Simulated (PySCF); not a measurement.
# 5,5-difluoro-1,3-dioxane (C4H6F2O2): spin-spin couplings at several levels of theory, part 2 of 2

PySCF 2.14.0. Atoms count from 0. Earlier steps stand in the parts before.

### 5 Spin-spin couplings: B3LYP/cc-pVTZ

Job settings and geometry (Å):

```
{"job": {"kind": "j", "xc": "B3LYP", "basis": "cc-pVTZ"}, "charge": 0, "multiplicity": 1}
F     -1.261008     1.556309    -0.783918
C     -0.672861     0.923591     0.255811
F     -1.042245     1.570495     1.388676
C     -1.149998    -0.518153     0.312457
O     -0.581853    -1.256488    -0.732847
C      0.806522    -1.171199    -0.732509
O      1.260414     0.130968    -0.919725
C      0.837958     0.984389     0.106391
H     -2.243300    -0.546920     0.206287
H     -0.873656    -0.932392     1.302521
H      1.208854    -1.576066     0.225548
H      1.171564    -1.768911    -1.577037
H      1.140791     2.010002    -0.146055
H      1.288096     0.706948     1.080600
```

With the program's defaults for keys left out, this is: B3LYP/cc-pVTZ indirect spin-spin coupling, non-relativistic, gas phase.

What it wrote:

```text
coarse grid: 12408 points
cycle   1  E = -506.1717679590  dE =  1.360e+00  |g| = 1.068e+00  |ddm| = 7.583e+00
cycle   2  E = -505.8722008810  dE =  2.996e-01  |g| = 1.737e+00  |ddm| = 3.093e+00
cycle   3  E = -506.3498628708  dE = -4.777e-01  |g| = 9.394e-02  |ddm| = 1.983e+00
cycle   4  E = -506.3510800521  dE = -1.217e-03  |g| = 5.528e-02  |ddm| = 2.053e-01
cycle   5  E = -506.3515818238  dE = -5.018e-04  |g| = 1.398e-02  |ddm| = 8.281e-02
cycle   6  E = -506.3516066582  dE = -2.483e-05  |g| = 4.379e-03  |ddm| = 1.911e-02
cycle   7  E = -506.3516100241  dE = -3.366e-06  |g| = 5.584e-04  |ddm| = 6.645e-03
final grid: 122688 points
cycle   8  E = -506.3400585045  dE = -1.073e-04  |g| = 9.490e-03  |ddm| = 1.000e-01
cycle   9  E = -506.3400401540  dE =  1.835e-05  |g| = 1.444e-02  |ddm| = 2.779e-02
cycle  10  E = -506.3400729715  dE = -3.282e-05  |g| = 8.434e-04  |ddm| = 1.607e-02
cycle  11  E = -506.3400730847  dE = -1.132e-07  |g| = 3.330e-04  |ddm| = 1.814e-03
cycle  12  E = -506.3400731081  dE = -2.335e-08  |g| = 8.663e-05  |ddm| = 6.509e-04
cycle  13  E = -506.3400731093  dE = -1.183e-09  |g| = 3.253e-05  |ddm| = 1.333e-04
cycle  14  E = -506.3400731094  dE = -1.493e-10  |g| = 5.410e-06  |ddm| = 3.999e-05
converged SCF energy = -506.3400731094

Indirect spin-spin couplings (Hz)
  i      j    bonds     total        FC       PSO       DSO        SD
  0 F    1 C    1   -290.712  -289.264   -14.775     1.352    11.976
  0 F    2 F    2    176.162    16.949    91.753    -0.277    67.738
  0 F    3 C    2     23.115    24.184    -2.124     0.149     0.906
  0 F    4 O    3      1.777    -0.012     1.392    -0.035     0.431
  0 F    5 C    4      0.389     0.306     0.289    -0.153    -0.053
  0 F    6 O    3      1.797     0.010     1.385    -0.033     0.436
  0 F    7 C    2     22.984    24.034    -2.120     0.148     0.921
  0 F    8 H    3      9.915    10.414    -0.482     0.546    -0.562
  0 F    9 H    3     22.486    23.877     0.698    -1.900    -0.190
  0 F   10 H    5      0.635     0.797     1.390    -1.442    -0.110
  0 F   11 H    5     -0.151    -0.094     1.071    -1.066    -0.061
  0 F   12 H    3      9.896    10.390    -0.475     0.541    -0.561
  0 F   13 H    3     22.507    23.903     0.691    -1.899    -0.189
  1 C    2 F    1   -280.767  -286.425    -9.084     1.308    13.434
  1 C    3 C    1     45.184    45.932    -1.163     0.415         -
  1 C    4 O    2      0.186    -0.055     0.296    -0.054         -
  1 C    5 C    3      3.970     4.031    -0.137     0.076         -
  1 C    6 O    2      0.201    -0.040     0.294    -0.054         -
  1 C    7 C    1     45.220    45.971    -1.166     0.415         -
  1 C    8 H    2     -6.321    -6.365    -0.239     0.283         -
  1 C    9 H    2      1.581     1.489    -0.268     0.359         -
  1 C   10 H    4      1.015     1.044    -0.121     0.092         -
  1 C   11 H    4     -0.856    -0.777     0.232    -0.311         -
  1 C   12 H    2     -6.324    -6.368    -0.239     0.283         -
  1 C   13 H    2      1.559     1.466    -0.270     0.362         -
  2 F    3 C    2     29.905    34.198    -4.417     0.151    -0.027
  2 F    4 O    3      4.718     6.205     0.393     0.179    -2.060
  2 F    5 C    4      0.891     1.244    -0.051    -0.271    -0.030
  2 F    6 O    3      4.776     6.232     0.416     0.179    -2.051
  2 F    7 C    2     30.121    34.439    -4.426     0.152    -0.044
  2 F    8 H    3     -1.369    -0.519    -0.422    -0.084    -0.344
  2 F    9 H    3      0.757     0.900    -0.054     0.601    -0.690
  2 F   10 H    5     -0.353    -0.044     0.447    -0.610    -0.146
  2 F   11 H    5      2.881     3.487     1.014    -1.610    -0.010
  2 F   12 H    3     -1.390    -0.532    -0.429    -0.082    -0.347
  2 F   13 H    3      0.897     1.046    -0.063     0.613    -0.699
  3 C    4 O    1     26.053    26.587    -0.371    -0.163         -
  3 C    5 C    2     -2.679    -2.442    -0.262     0.024         -
  3 C    6 O    3     -0.709    -0.751     0.045    -0.003         -
  3 C    7 C    2      1.560     1.620    -0.129     0.069         -
  3 C    8 H    1    140.255   139.068    -0.029     1.216         -
  3 C    9 H    1    126.657   125.337     0.058     1.261         -
  3 C   10 H    3      3.066     3.017    -0.097     0.145         -
  3 C   11 H    3      8.693     8.822     0.435    -0.563         -
  3 C   12 H    3      2.507     2.598     0.327    -0.418         -
  3 C   13 H    3      0.412     0.418    -0.120     0.113         -
  4 O    5 C    1     29.140    27.552     1.751    -0.163         -
  4 O    7 C    3     -0.714    -0.758     0.046    -0.003         -
  4 O    8 H    2    -11.100   -10.408    -0.686    -0.006         -
  4 O    9 H    2     -1.899    -1.378    -0.574     0.052         -
  4 O   10 H    2     -1.271    -1.367     0.043     0.053         -
  4 O   11 H    2    -14.223   -14.199    -0.038     0.014         -
  4 O   12 H    4     -0.432    -0.484    -0.179     0.232         -
  4 O   13 H    4     -0.673    -0.556    -0.229     0.112         -
  5 C    6 O    1     29.166    27.598     1.732    -0.163         -
  5 C    7 C    2     -2.678    -2.443    -0.259     0.024         -
  5 C    8 H    3      7.545     7.663     0.423    -0.541         -
  5 C    9 H    3      1.018     1.027    -0.103     0.094         -
  5 C   10 H    1    139.666   138.676    -0.298     1.288         -
  5 C   11 H    1    159.369   158.458    -0.273     1.184         -
  5 C   12 H    3      7.535     7.653     0.424    -0.541         -
  5 C   13 H    3      0.973     0.982    -0.099     0.090         -
  6 O    7 C    1     26.070    26.598    -0.364    -0.163         -
  6 O    8 H    4     -0.429    -0.481    -0.180     0.233         -
  6 O    9 H    4     -0.679    -0.562    -0.229     0.111         -
  6 O   10 H    2     -1.292    -1.388     0.044     0.052         -
  6 O   11 H    2    -14.224   -14.199    -0.039     0.013         -
  6 O   12 H    2    -11.120   -10.428    -0.686    -0.006         -
  6 O   13 H    2     -1.920    -1.401    -0.571     0.052         -
  7 C    8 H    3      2.489     2.580     0.327    -0.418         -
  7 C    9 H    3      0.403     0.410    -0.120     0.114         -
  7 C   10 H    3      3.001     2.953    -0.095     0.143         -
  7 C   11 H    3      8.663     8.791     0.435    -0.563         -
  7 C   12 H    1    140.193   139.004    -0.028     1.217         -
  7 C   13 H    1    126.544   125.222     0.060     1.262         -
  8 H    9 H    2    -10.975   -10.906     1.399    -1.467         -
  8 H   10 H    4     -0.708    -0.444     1.478    -1.742         -
  8 H   11 H    4      0.264     0.524     1.753    -2.013         -
  8 H   12 H    4      2.415     2.727     1.699    -2.011         -
  8 H   13 H    4     -0.292    -0.025     1.409    -1.676         -
  9 H   10 H    4      0.413     0.114    -1.669     1.968         -
  9 H   11 H    4     -0.766    -0.489     1.471    -1.748         -
  9 H   12 H    4     -0.295    -0.027     1.411    -1.678         -
  9 H   13 H    4      0.726     0.510    -1.221     1.437         -
 10 H   11 H    2     -6.956    -6.747     1.561    -1.771         -
 10 H   12 H    4     -0.719    -0.454     1.482    -1.747         -
 10 H   13 H    4      0.425     0.129    -1.650     1.945         -
 11 H   12 H    4      0.252     0.512     1.752    -2.011         -
 11 H   13 H    4     -0.774    -0.497     1.473    -1.750         -
 12 H   13 H    2    -11.039   -10.972     1.393    -1.460         -
```

Wall time 85 s (1 thread, shared host).

The basis is not made for couplings: without tight functions at the nuclei these values are rough.

This run: J(F0,C1) -285.7 Hz, J(F0,F2) 176.2 Hz, J(C5,H10) 149.5 Hz (means over like pairs).

### 6 Indirect couplings: B3LYP/6-31G*

Same as in step 5 but for these lines:

```diff
@@ -1,2 +1,2 @@
-{"job": {"kind": "j", "xc": "B3LYP", "basis": "cc-pVTZ"}, "charge": 0, "multiplicity": 1}
+{"job": {"kind": "j", "xc": "B3LYP", "basis": "6-31G*"}, "charge": 0, "multiplicity": 1}
 F     -1.261008     1.556309    -0.783918
```

Method: B3LYP/6-31G* indirect spin-spin coupling, non-relativistic, gas phase.

What it wrote:

```text
coarse grid: 12408 points
cycle   1  E = -505.9846155408  dE =  1.379e+00  |g| = 1.041e+00  |ddm| = 3.586e+00
cycle   2  E = -505.7124650449  dE =  2.722e-01  |g| = 1.635e+00  |ddm| = 2.002e+00
cycle   3  E = -506.1709580328  dE = -4.585e-01  |g| = 8.600e-02  |ddm| = 1.313e+00
cycle   4  E = -506.1722195357  dE = -1.262e-03  |g| = 4.425e-02  |ddm| = 1.091e-01
cycle   5  E = -506.1725887665  dE = -3.692e-04  |g| = 1.066e-02  |ddm| = 3.904e-02
cycle   6  E = -506.1726057649  dE = -1.700e-05  |g| = 3.523e-03  |ddm| = 9.778e-03
cycle   7  E = -506.1726080534  dE = -2.288e-06  |g| = 4.856e-04  |ddm| = 3.185e-03
final grid: 122688 points
cycle   8  E = -506.1308746162  dE = -2.368e-05  |g| = 8.081e-03  |ddm| = 2.046e-02
cycle   9  E = -506.1308609399  dE =  1.368e-05  |g| = 1.209e-02  |ddm| = 1.413e-02
cycle  10  E = -506.1308871357  dE = -2.620e-05  |g| = 6.703e-04  |ddm| = 8.238e-03
cycle  11  E = -506.1308872342  dE = -9.856e-08  |g| = 1.734e-04  |ddm| = 8.053e-04
cycle  12  E = -506.1308872404  dE = -6.203e-09  |g| = 4.608e-05  |ddm| = 2.059e-04
cycle  13  E = -506.1308872408  dE = -3.142e-10  |g| = 2.185e-05  |ddm| = 5.072e-05
converged SCF energy = -506.1308872408

Indirect spin-spin couplings (Hz)
  i      j    bonds     total        FC       PSO       DSO        SD
  0 F    1 C    1   -251.865  -252.394   -10.648     1.456     9.720
  0 F    2 F    2    278.630   104.444   106.015    -0.097    68.269
  0 F    3 C    2     25.329    25.982    -1.704     0.170     0.882
  0 F    4 O    3      1.656     0.123     1.225    -0.042     0.351
  0 F    5 C    4      0.233     0.181     0.247    -0.144    -0.051
  0 F    6 O    3      1.669     0.135     1.219    -0.041     0.355
  0 F    7 C    2     25.255    25.890    -1.699     0.169     0.896
  0 F    8 H    3      9.693    10.042    -0.540     0.604    -0.413
  0 F    9 H    3     23.554    25.335     0.166    -1.830    -0.118
  0 F   10 H    5     -0.383     0.106     1.016    -1.405    -0.100
  0 F   11 H    5     -0.442    -0.153     0.809    -1.042    -0.057
  0 F   12 H    3      9.665    10.013    -0.535     0.600    -0.412
  0 F   13 H    3     23.590    25.377     0.160    -1.829    -0.118
  1 C    2 F    1   -247.632  -254.741    -5.379     1.410    11.077
  1 C    3 C    1     68.453    68.998    -0.958     0.414         -
  1 C    4 O    2     -0.783    -0.963     0.236    -0.056         -
  1 C    5 C    3      4.352     4.370    -0.094     0.076         -
  1 C    6 O    2     -0.767    -0.946     0.235    -0.056         -
  1 C    7 C    1     68.514    69.060    -0.960     0.414         -
  1 C    8 H    2     -5.102    -5.212    -0.184     0.294         -
  1 C    9 H    2      3.122     2.955    -0.202     0.368         -
  1 C   10 H    4      0.689     0.685    -0.089     0.094         -
  1 C   11 H    4     -0.863    -0.730     0.175    -0.308         -
  1 C   12 H    2     -5.097    -5.207    -0.184     0.294         -
  1 C   13 H    2      3.088     2.920    -0.203     0.371         -
  2 F    3 C    2     32.503    35.916    -3.680     0.169     0.098
  2 F    4 O    3      1.448     3.242    -0.046     0.170    -1.919
  2 F    5 C    4      0.623     1.016    -0.097    -0.262    -0.034
  2 F    6 O    3      1.491     3.259    -0.026     0.170    -1.912
  2 F    7 C    2     32.715    36.151    -3.687     0.170     0.081
  2 F    8 H    3     -0.621     0.317    -0.585    -0.022    -0.330
  2 F    9 H    3      0.601     0.570    -0.069     0.661    -0.559
  2 F   10 H    5     -0.541    -0.093     0.271    -0.579    -0.140
  2 F   11 H    5      2.404     3.388     0.622    -1.580    -0.026
  2 F   12 H    3     -0.625     0.320    -0.592    -0.021    -0.332
  2 F   13 H    3      0.724     0.693    -0.076     0.673    -0.566
  3 C    4 O    1     13.529    14.103    -0.403    -0.171         -
  3 C    5 C    2     -3.359    -3.189    -0.195     0.026         -
  3 C    6 O    3     -0.674    -0.692     0.023    -0.005         -
  3 C    7 C    2      2.068     2.063    -0.064     0.069         -
  3 C    8 H    1    166.870   165.850    -0.260     1.280         -
  3 C    9 H    1    157.765   156.615    -0.167     1.317         -
  3 C   10 H    3      3.359     3.299    -0.092     0.152         -
  3 C   11 H    3      8.324     8.583     0.297    -0.556         -
  3 C   12 H    3      2.499     2.644     0.267    -0.413         -
  3 C   13 H    3      0.416     0.380    -0.081     0.118         -
  4 O    5 C    1     17.467    16.169     1.469    -0.171         -
  4 O    7 C    3     -0.682    -0.700     0.023    -0.005         -
  4 O    8 H    2    -11.264   -10.667    -0.580    -0.016         -
  4 O    9 H    2     -2.891    -2.448    -0.477     0.035         -
  4 O   10 H    2     -2.860    -2.954     0.060     0.035         -
  4 O   11 H    2    -13.746   -13.742    -0.009     0.005         -
  4 O   12 H    4     -0.287    -0.376    -0.137     0.226         -
  4 O   13 H    4     -0.471    -0.382    -0.192     0.103         -
  5 C    6 O    1     17.503    16.221     1.452    -0.171         -
  5 C    7 C    2     -3.342    -3.174    -0.193     0.025         -
  5 C    8 H    3      7.115     7.358     0.292    -0.534         -
  5 C    9 H    3      1.327     1.324    -0.097     0.099         -
  5 C   10 H    1    168.532   167.595    -0.400     1.337         -
  5 C   11 H    1    174.957   174.124    -0.417     1.249         -
  5 C   12 H    3      7.105     7.347     0.292    -0.534         -
  5 C   13 H    3      1.279     1.278    -0.094     0.095         -
  6 O    7 C    1     13.527    14.095    -0.397    -0.171         -
  6 O    8 H    4     -0.285    -0.373    -0.138     0.226         -
  6 O    9 H    4     -0.476    -0.386    -0.192     0.102         -
  6 O   10 H    2     -2.882    -2.975     0.059     0.034         -
  6 O   11 H    2    -13.747   -13.742    -0.010     0.004         -
  6 O   12 H    2    -11.279   -10.683    -0.580    -0.016         -
  6 O   13 H    2     -2.917    -2.477    -0.475     0.035         -
  7 C    8 H    3      2.480     2.625     0.268    -0.413         -
  7 C    9 H    3      0.406     0.369    -0.082     0.119         -
  7 C   10 H    3      3.289     3.230    -0.090     0.149         -
  7 C   11 H    3      8.294     8.553     0.297    -0.556         -
  7 C   12 H    1    166.830   165.808    -0.259     1.281         -
  7 C   13 H    1    157.629   156.476    -0.165     1.318         -
  8 H    9 H    2    -13.739   -13.031     0.633    -1.341         -
  8 H   10 H    4     -1.231    -0.524     1.005    -1.713         -
  8 H   11 H    4     -0.362     0.379     1.247    -1.988         -
  8 H   12 H    4      2.050     2.806     1.233    -1.988         -
  8 H   13 H    4     -0.709    -0.048     0.987    -1.648         -
  9 H   10 H    4      0.827     0.217    -1.369     1.980         -
  9 H   11 H    4     -1.319    -0.590     0.990    -1.719         -
  9 H   12 H    4     -0.713    -0.051     0.988    -1.650         -
  9 H   13 H    4      1.024     0.586    -1.018     1.456         -
 10 H   11 H    2     -8.752    -7.904     0.801    -1.649         -
 10 H   12 H    4     -1.239    -0.531     1.009    -1.718         -
 10 H   13 H    4      0.837     0.236    -1.356     1.957         -
 11 H   12 H    4     -0.374     0.367     1.246    -1.987         -
 11 H   13 H    4     -1.327    -0.597     0.993    -1.722         -
 12 H   13 H    2    -13.807   -13.102     0.629    -1.334         -
```

Wall time 18 s (1 thread, shared host).

This basis has no tight s functions, so the Fermi-contact terms are rough.

In short: J(F0,F2) 278.6 Hz, J(F0,C1) -249.7 Hz, J(C5,H10) 171.7 Hz (means over like pairs).

### 7 Comparing the runs: spin-spin couplings

Couplings (Hz), each a mean over the pairs like the one named, with basis size and wall time:

| run | F0–C1 | F0–F2 | C5–H10 | C3–H8 | O4–C5 | C1–C3 | C3–O4 | functions | time |
| --- | --- | --- | --- | --- | --- | --- | --- | --- | --- |
| B3LYP/pcJ-0 | -413.0 | 141.8 | 141.2 | 130.0 | 36.6 | 33.6 | 32.4 | 122 | 18 s |
| B3LYP/def2-TZVP | -338.8 | 172.1 | 159.6 | 143.0 | 31.6 | 50.0 | 27.8 | 284 | 68 s |
| B3LYP/cc-pVTZ | -285.7 | 176.2 | 149.5 | 133.4 | 29.2 | 45.2 | 26.1 | 324 | 85 s |
| B3LYP/6-31G* | -249.7 | 278.6 | 171.7 | 162.3 | 17.5 | 68.5 | 13.5 | 124 | 18 s |
| measured size | – | 253.0 | – | – | – | – | – | – | – |

Measured: solution; Gryff-Keller and Szczecinski, RSC Adv. 2016, 6, 82783.

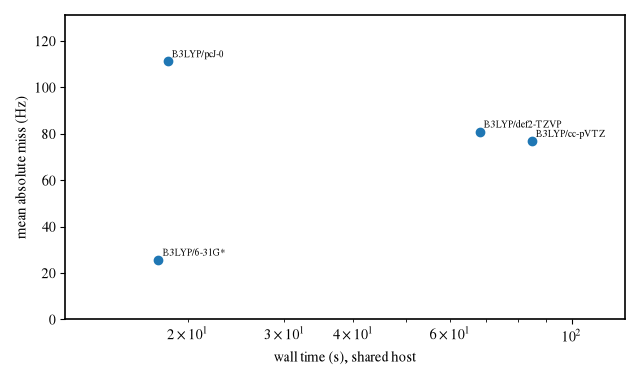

Cost against miss for the one measured coupling.

### 8 What came out

This closing draws on all 2 parts.

| quantity | value |
| --- | --- |
| point group | Cs |
| rotational constants (main isotopes) | 3.47, 1.88, 1.63 GHz |
| largest coupling of the table (B3LYP/pcJ-0) | 1J(F,C) F0–C1, -413.0 Hz |
| range of J(F0,C1), mean over like pairs | -413.0 to -249.7 Hz |

What this shows: Single values in the summary come from the first run of each kind that ended normally (B3LYP/pcJ-0), which need not be the best level. The optimisation took 8 steps and gained 0.041 eV; among the close pairs (by a distance rule), C1–C7 changed most, from 1.534 to 1.519 Å. Of the pairs tabulated at B3LYP/pcJ-0, F0–C1 (mean over like pairs) couples most strongly (-413.0 Hz; Fermi contact -413.1 Hz). Couplings across rotatable bonds belong to this one conformer; where others are populated, the observed values are averages. Density functionals describe couplings to fluorine poorly, F–F couplings above all, so those rows are rough. The one measured coupling, F0–F2, differs from the computed size by 111.2 Hz; vibrational averaging and surroundings are not included. The coupling F0–C1, as a mean over pairs of its kind, runs from -413.0 Hz (B3LYP/pcJ-0) to -249.7 Hz (B3LYP/6-31G*). For the one measured coupling, B3LYP/6-31G* misses least (25.6 Hz, 18 s) and B3LYP/pcJ-0 most (111.2 Hz, 18 s). Couplings from bases without tight functions are rough. One molecule ranks no method: errors cancel, and vibration and temperature are missing from all runs.
